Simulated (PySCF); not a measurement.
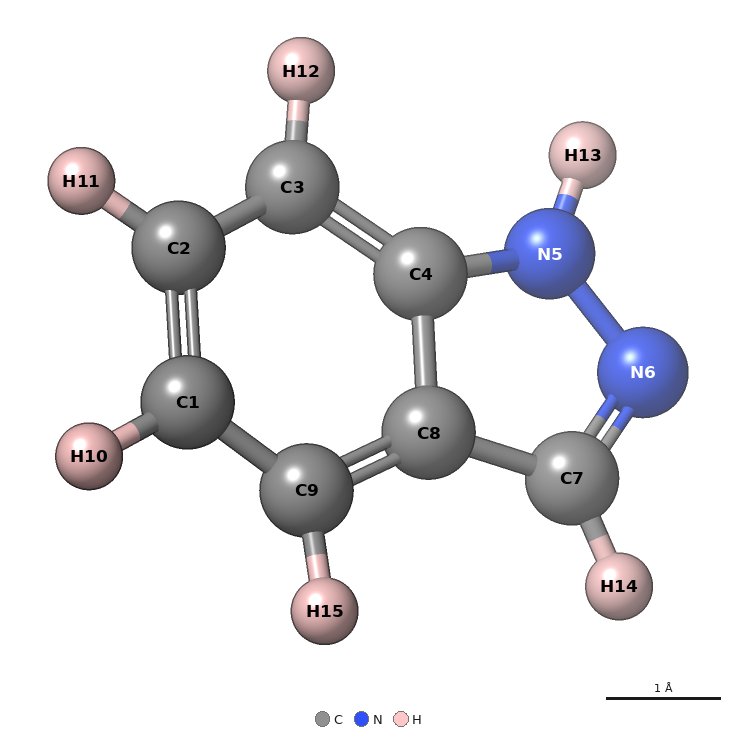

Orthographic view. Depth is shown by fading: the farther an atom, the more it takes the colour of the background. Geometry: a frame of a GFN2-xTB molecular-dynamics simulation, not a minimum.

Write a MOL file (V2000) with the atoms in numerical order, bonds sorted by atom number with the orders drawn, and coordinates in the frame of the picture: x right, y up, z towards the viewer, origin at the mean position.

```
C7H6N2
                    3D

 15 16  0  0  0  0  0  0  0  0999 V2000
   -1.6300   -0.4900    1.0500 C   0  0  0  0  0  0  0  0  0  0  0  0
   -1.7100    0.8700    0.6500 C   0  0  0  0  0  0  0  0  0  0  0  0
   -0.7000    1.4100   -0.1300 C   0  0  0  0  0  0  0  0  0  0  0  0
    0.4300    0.6400   -0.3500 C   0  0  0  0  0  0  0  0  0  0  0  0
    1.5700    0.8200   -1.1100 N   0  0  0  0  0  0  0  0  0  0  0  0
    2.4000   -0.2300   -1.1600 N   0  0  0  0  0  0  0  0  0  0  0  0
    1.7700   -1.1600   -0.5500 C   0  0  0  0  0  0  0  0  0  0  0  0
    0.5000   -0.7600    0.0200 C   0  0  0  0  0  0  0  0  0  0  0  0
   -0.5800   -1.2700    0.6800 C   0  0  0  0  0  0  0  0  0  0  0  0
   -2.5000   -0.9700    1.5500 H   0  0  0  0  0  0  0  0  0  0  0  0
   -2.5700    1.4600    0.7300 H   0  0  0  0  0  0  0  0  0  0  0  0
   -0.6200    2.4400   -0.3200 H   0  0  0  0  0  0  0  0  0  0  0  0
    1.8600    1.6900   -1.5000 H   0  0  0  0  0  0  0  0  0  0  0  0
    2.1800   -2.1200   -0.5000 H   0  0  0  0  0  0  0  0  0  0  0  0
   -0.4200   -2.3400    0.9400 H   0  0  0  0  0  0  0  0  0  0  0  0
  1  2  2  0
  1  9  1  0
  1 10  1  0
  2  3  1  0
  2 11  1  0
  3  4  2  0
  3 12  1  0
  4  5  1  0
  4  8  1  0
  5  6  1  0
  5 13  1  0
  6  7  2  0
  7  8  1  0
  7 14  1  0
  8  9  2  0
  9 15  1  0
M  END
```
